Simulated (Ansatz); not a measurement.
Profile along the Re–Re line in Re (hcp, Mg type)

Re (hcp, Mg type)

```xyz
2
Lattice="2.7508 0.0000 0.0000 -1.3754 2.3823 0.0000 0.0000 0.0000 4.4414" Properties=species:S:1:pos:R:3 pbc="T T T"
Re     0.0000     1.5882     3.3311
Re     1.3754     0.7941     1.1104
```

Fields along a shortest Re–Re line of a (-1 1 0 2) plane (2.75 Å), from Re to Re, interpolated on the slice's grid (step about 0.2 Å). The numbers are results of PBEsol (plane waves to 420 eV, PAW, scalar-relativistic; Ansatz, a program for electronic structure), not measurements. k mesh 19×19×11. Inside the PAW spheres the values are not all-electron values, and peaks at nuclei hang on which shells count as valence. Re is run without spin polarisation. Re was relaxed with its symmetry unable to fall. Spin-orbit coupling is left out, though Re is heavy.

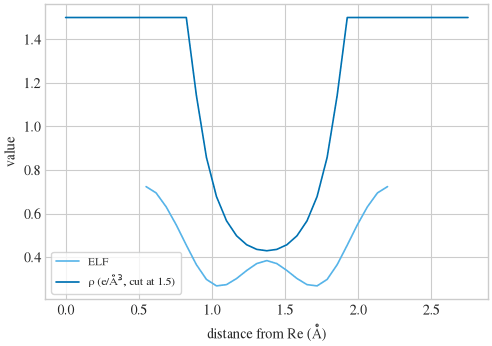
ELF (away from the nuclei) and valence density from Re to Re.

Density on the Re–Re line (2.75 Å) at its midpoint: 0.43 e/Å³. ELF at that point: 0.38.
